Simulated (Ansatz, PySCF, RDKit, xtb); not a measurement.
# ZrH3S3F: ranking a sample of isomers, part 2 of 2

A sample of isomers of ZrH3S3F is drawn. Aim: find which of them has the lowest free energy at 298.15 K, then its properties. The sample is small against all isomers, and the most stable one of this formula need not be in it. One structure proposed beforehand is put among the starts (marked given), to see whether the search confirms or beats it.

xtb, Ansatz and PySCF; isolated molecules.

## Step 12: Density, orbitals and dipole (PBE0/def2-TZVPD)

input.yaml reads:

```yaml
crystal:
  periodic: [false, false, false]
  atoms:
    - {symbol: F, position_ang: [-1.566777, 0.264578, 1.185626]}
    - {symbol: S, position_ang: [2.028193, 0.216677, 1.252507]}
    - {symbol: S, position_ang: [-0.005159, 1.637028, -1.748811]}
    - {symbol: S, position_ang: [-0.073615, -2.182249, -0.984962]}
    - {symbol: Zr, position_ang: [-0.068735, 0.011404, 0.050415]}
    - {symbol: H, position_ang: [1.511458, -0.448650, 2.316565]}
    - {symbol: H, position_ang: [-0.408124, 2.621046, -0.905450]}
    - {symbol: H, position_ang: [-1.417231, -2.119834, -1.165891]}
basis:
  gaussian:
    orbitals: def2-TZVPD
hamiltonian:
  xc: pbe0
output:
  forces: true
  orbitals: {seedname: orbitals}
```

Launch:

```
ansatz run input.yaml --threads 2 --pin off --max-ram 5220MiB --events-out events.jsonl --progress --plain --runs-dir runs
```

The program printed, shortened:

```text
Warning: RAYON_NUM_THREADS=2 ignored (pool sized by the plan → 2); use --threads N
Functional definition: PBE0
  name "PBE0"
[...]
1694 factors; their error is unknown
[...]
mean field -36546.92736768 eV, -1343.0748083653 hartree, gradient 2.9e-5 eV, S^2 0.000000; 0 other end points of the search recorded, 0 dependent functions left out
[...]
reference -36546.92743249 eV, -1343.0748107468 hartree; 36, 36 occupied and 209, 209 virtual orbitals, 1694 factors
Total energy: -36546.92743249 eV, -1343.0748107468 hartree
Atom 0 at    -1.566777     0.264578     1.185626 Å, force     0.020778    -0.003399    -0.015606 eV/Å
Atom 1 at     2.028193     0.216677     1.252507 Å, force    -0.038338    -0.084882     0.171755 eV/Å
Atom 2 at    -0.005159     1.637028    -1.748811 Å, force    -0.061088     0.164117     0.086049 eV/Å
Atom 3 at    -0.073615    -2.182249    -0.984962 Å, force    -0.189471    -0.030839    -0.037462 eV/Å
Atom 4 at    -0.068735     0.011404     0.050415 Å, force    -0.047809     0.008155     0.037313 eV/Å
Atom 5 at     1.511458    -0.448650     2.316565 Å, force     0.068951     0.090293    -0.152174 eV/Å
Atom 6 at    -0.408124     2.621046    -0.905450 Å, force     0.058407    -0.139996    -0.114227 eV/Å
Atom 7 at    -1.417231    -2.119834    -1.165891 Å, force     0.188571    -0.003448     0.024353 eV/Å
Dipole moment:    -0.202689     0.033486     0.154206 e Å
```

Wall time 14 s (2 threads of Arm Neoverse V2, shared host); peak memory 0.89 GiB.

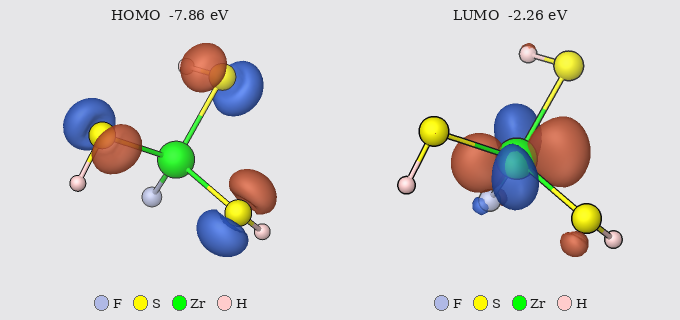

Frontier orbitals of this run, surfaces at ±0.2 Å^-3/2.

## Step 13: Electronic excitations (TD-CAM-B3LYP/def2-SVPD)

An in-house driver calls PySCF's response routines at TD-CAM-B3LYP/def2-SVPD; it has no typed input.

The program printed:

```text
coarse grid: 39872 points
cycle   1  E = -1342.4058311844  dE = -5.628e+00  |g| = 1.481e+00  |ddm| = 4.706e+00
cycle   2  E = -1342.2698450714  dE =  1.360e-01  |g| = 1.563e+00  |ddm| = 3.682e+00
cycle   3  E = -1343.0291985490  dE = -7.594e-01  |g| = 1.404e-01  |ddm| = 2.066e+00
cycle   4  E = -1343.0318861808  dE = -2.688e-03  |g| = 1.243e-01  |ddm| = 3.277e-01
cycle   5  E = -1343.0343001100  dE = -2.414e-03  |g| = 4.638e-02  |ddm| = 1.090e-01
cycle   6  E = -1343.0347898625  dE = -4.898e-04  |g| = 5.171e-03  |ddm| = 4.486e-02
cycle   7  E = -1343.0348084473  dE = -1.858e-05  |g| = 2.853e-03  |ddm| = 1.342e-02
cycle   8  E = -1343.0348131760  dE = -4.729e-06  |g| = 6.518e-04  |ddm| = 6.451e-03
final grid: 77368 points
cycle   9  E = -1343.0347138157  dE = -5.442e-07  |g| = 4.172e-04  |ddm| = 2.335e-03
cycle  10  E = -1343.0347138859  dE = -7.019e-08  |g| = 3.623e-04  |ddm| = 8.930e-04
cycle  11  E = -1343.0347139166  dE = -3.068e-08  |g| = 9.578e-05  |ddm| = 3.528e-04
cycle  12  E = -1343.0347139223  dE = -5.759e-09  |g| = 6.429e-05  |ddm| = 1.989e-04
cycle  13  E = -1343.0347139247  dE = -2.321e-09  |g| = 1.588e-05  |ddm| = 1.505e-04
cycle  14  E = -1343.0347139247  dE = -9.391e-11  |g| = 6.397e-06  |ddm| = 3.780e-05
converged SCF energy = -1343.0347139247

Static polarisability (au): isotropic 108.696, principal 87.238 119.383 119.466

Singlet excitations
state   eV       nm        f      main configurations
  1   4.5527    272.3   0.02086   H->L 0.82
  2   4.5578    272.0   0.02098   H->L+1 0.82
  3   4.8110    257.7   0.00075   H-2->L 0.31, H-1->L+1 0.31, H-1->L 0.15
  4   5.0903    243.6   0.05620   H-1->L 0.57, H-2->L+1 0.12, H->L+1 0.11
  5   5.0938    243.4   0.06269   H-1->L+1 0.47, H-2->L 0.26, H->L 0.11
  6   5.0959    243.3   0.01478   H-2->L+1 0.52, H-2->L 0.20
  7   5.2810    234.8   0.00004   H-4->L 0.44, H-3->L+1 0.42
  8   5.3762    230.6   0.00005   H-3->L+1 0.24, H-4->L 0.23, H-3->L 0.20

Triplet excitations (Tamm-Dancoff, eV): 4.1630 4.1645 4.3776
```

Wall time 15 s (2 threads of Arm Neoverse V2, shared host); peak memory 0.66 GiB.

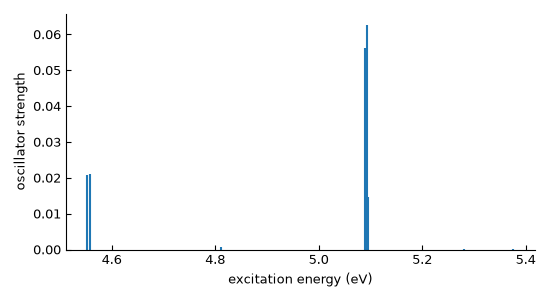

Vertical excitations as sticks.

The roots found:

```tsv
excited state	energy (eV)	strength
1	4.553	0.0209
2	4.558	0.0210
3	4.811	0.0008
4	5.090	0.0562
5	5.094	0.0627
6	5.096	0.0148
7	5.281	0.0000
8	5.376	0.0001
```

## Step 14: The cation at the same geometry (PBE0/def2-TZVPD)

input.yaml reads:

```yaml
basis:
  gaussian: {orbitals: def2-TZVPD}
crystal:
  periodic: [false, false, false]
  atoms:
    - symbol: F
      position_ang: [-1.566777, 0.264578, 1.185626]
    - symbol: S
      position_ang: [2.028193, 0.216677, 1.252507]
    - symbol: S
      position_ang: [-0.005159, 1.637028, -1.748811]
    - symbol: S
      position_ang: [-0.073615, -2.182249, -0.984962]
    - symbol: Zr
      position_ang: [-0.068735, 0.011404, 0.050415]
    - symbol: H
      position_ang: [1.511458, -0.448650, 2.316565]
    - symbol: H
      position_ang: [-0.408124, 2.621046, -0.905450]
    - symbol: H
      position_ang: [-1.417231, -2.119834, -1.165891]
total_charge: 1
magnetization: {spin_polarized: true, initial_magnetization: 1}
hamiltonian: {xc: pbe0}
```

Launch:

```
ansatz run input.yaml --threads 2 --pin off --max-ram 5220MiB --events-out events.jsonl --progress --plain --runs-dir runs
```

The program printed:

```text
Warning: RAYON_NUM_THREADS=2 ignored (pool sized by the plan → 2); use --threads N
Functional definition: PBE0
  name "PBE0"
  parameter a = 0.25
  parameter kappa = 0.804
  parameter beta = 0.06672455060314922
  exchange = (1 - a)*pbe_x(kappa = kappa, mu = beta*pi^2/3) + a*exact_x
  correlation = pbe_c(beta = beta)
1694 factors; their error is unknown
mean field evaluation 1: about -36530.2859 eV, gradient 4.7e1 eV
mean field evaluation 2: about -36452.1801 eV, gradient 1.5e2 eV
mean field evaluation 4: about -36537.0577 eV, gradient 7.1e0 eV
mean field evaluation 8: about -36537.2688 eV, gradient 1.1e-1 eV
mean field evaluation 16: about -36537.3783 eV, gradient 2.1e-3 eV
mean field evaluation 32: about -36536.6548 eV, gradient 6.5e0 eV
mean field -36537.37827717 eV, -1342.7238857615 hartree, gradient 4.4e-5 eV, S^2 0.778990; 6 other end points of the search recorded, 0 dependent functions left out
reference -36537.37832986 eV, -1342.7238876978 hartree; 36, 35 occupied and 209, 210 virtual orbitals, 1694 factors
Total energy: -36537.37832986 eV, -1342.7238876978 hartree
```

Wall time 38 s (2 threads of Arm Neoverse V2, shared host); peak memory 1.1 GiB.

Difference from the parent: 9.55 eV.

## Step 15: The anion at the same geometry (PBE0/def2-TZVPD)

input.yaml reads:

```yaml
crystal:
  periodic: [false, false, false]
  atoms:
    - {symbol: F, position_ang: [-1.566777, 0.264578, 1.185626]}
    - {symbol: S, position_ang: [2.028193, 0.216677, 1.252507]}
    - {symbol: S, position_ang: [-0.005159, 1.637028, -1.748811]}
    - {symbol: S, position_ang: [-0.073615, -2.182249, -0.984962]}
    - {symbol: Zr, position_ang: [-0.068735, 0.011404, 0.050415]}
    - {symbol: H, position_ang: [1.511458, -0.448650, 2.316565]}
    - {symbol: H, position_ang: [-0.408124, 2.621046, -0.905450]}
    - {symbol: H, position_ang: [-1.417231, -2.119834, -1.165891]}
basis:
  gaussian:
    orbitals: def2-TZVPD
total_charge: -1
magnetization:
  spin_polarized: true
  initial_magnetization: 1
hamiltonian:
  xc: pbe0
scf:
  lower_state_search: "off"
```

Launch:

```
ansatz run input.yaml --threads 2 --pin off --max-ram 5220MiB --events-out events.jsonl --progress --plain --runs-dir runs
```

The program printed, shortened:

```text
Warning: RAYON_NUM_THREADS=2 ignored (pool sized by the plan → 2); use --threads N
Functional definition: PBE0
  name "PBE0"
[...]
1694 factors; their error is unknown
[...]
mean field -36547.62822770 eV, -1343.1005644956 hartree, gradient 2.8e-6 eV, S^2 0.753287; 0 other end points of the search recorded, 0 dependent functions left out
reference -36547.62828700 eV, -1343.1005666750 hartree; 37, 36 occupied and 208, 209 virtual orbitals, 1694 factors
Total energy: -36547.62828700 eV, -1343.1005666750 hartree
Checks for a lower state left out: stability, starts, cluster_reference, orbital_swaps, neighbouring_geometries, increment
```

Wall time 23 s (2 threads of Arm Neoverse V2, shared host); peak memory 1.1 GiB.

Parent less the species with the added electron: 0.70 eV.

## Step 16: The triplet at the same geometry (PBE0/def2-TZVPD)

input.yaml reads:

```yaml
crystal:
  periodic: [false, false, false]
  atoms:
    - symbol: F
      position_ang: [-1.566777, 0.264578, 1.185626]
    - symbol: S
      position_ang: [2.028193, 0.216677, 1.252507]
    - symbol: S
      position_ang: [-0.005159, 1.637028, -1.748811]
    - symbol: S
      position_ang: [-0.073615, -2.182249, -0.984962]
    - symbol: Zr
      position_ang: [-0.068735, 0.011404, 0.050415]
    - symbol: H
      position_ang: [1.511458, -0.448650, 2.316565]
    - symbol: H
      position_ang: [-0.408124, 2.621046, -0.905450]
    - symbol: H
      position_ang: [-1.417231, -2.119834, -1.165891]
basis:
  gaussian: {orbitals: def2-TZVPD}
magnetization: {spin_polarized: true, initial_magnetization: 2}
hamiltonian: {xc: {name: PBE0}}
```

Launch:

```
ansatz run input.yaml --threads 2 --pin off --max-ram 5220MiB --events-out events.jsonl --progress --plain --runs-dir runs
```

The program printed, shortened:

```text
Warning: RAYON_NUM_THREADS=2 ignored (pool sized by the plan → 2); use --threads N
Functional definition: PBE0
  name "PBE0"
[...]
1694 factors; their error is unknown
[...]
mean field -36542.98652986 eV, -1342.9299852464 hartree, gradient 4.8e-6 eV, S^2 2.009819; 7 other end points of the search recorded, 0 dependent functions left out
reference -36542.98659838 eV, -1342.9299877647 hartree; 37, 35 occupied and 208, 210 virtual orbitals, 1694 factors
Total energy: -36542.98659838 eV, -1342.9299877647 hartree
```

Wall time 3.4 min (2 threads of Arm Neoverse V2, shared host); peak memory 1.6 GiB.

It lies 3.94 eV above the singlet.

## Step 17: Summary of results

This closing draws on all 2 parts.

| quantity | value |
| --- | --- |
| lowest structure found | [F][Zr]([SH])([SH])[SH], singlet |
| funnel | 10 starts, 6 minima at GFN2-xTB, 5 screening runs, 3 relaxed, 1 ranked |
| CPU time of all runs | 18 min |
| dipole moment (PBE0/def2-TZVPD) | 1.23 D |
| HOMO energy (PBE0/def2-TZVPD) | -7.86 eV |
| LUMO energy (PBE0/def2-TZVPD) | -2.26 eV |
| HOMO–LUMO gap (PBE0/def2-TZVPD) | 5.61 eV |
| lowest excitation (TD-CAM-B3LYP/def2-SVPD) | 4.55 eV (f = 0.021) |
| lowest triplet excitation, same level, Tamm-Dancoff | 4.16 eV |
| vertical ionisation energy | 9.55 eV |
| vertical electron affinity | 0.70 eV |
| vertical triplet less singlet | +3.94 eV |

What this shows: The lowest structure found is `[F][Zr]([SH])([SH])[SH]`. Only this structure reached the final ranking, so no rival was compared at the last level. HF/STO-3G, r2SCAN-D4/def2-SVP, PBE0-D4/def2-SVP, HF/def2-SVP and MP2/def2-SVP already put its bonding pattern lowest among the structures in one piece; GFN2-xTB favours the singlet [F][ZrH]1([SH])[S][SH]1 ‡ (c157, not a finalist). The largest share of the time went into the spin checks (38 %). It still has an imaginary mode, so it is no strict minimum; a nearby shape lies a little lower. Spin-orbit coupling, which matters for elements this heavy, is left out. 2 minima inside the window were never screened. The structure proposed beforehand is the winner. Lowest found is not proven lowest: the search is finite, and each finalist counts with one conformer. Only 1 drawn pattern was tried, so whole families of isomers are missing, and the result ranks this sample alone.

‡ marks the bonded skeleton alone, with all bonds drawn single: no Lewis structure was assigned that passes a check against the bond lengths.
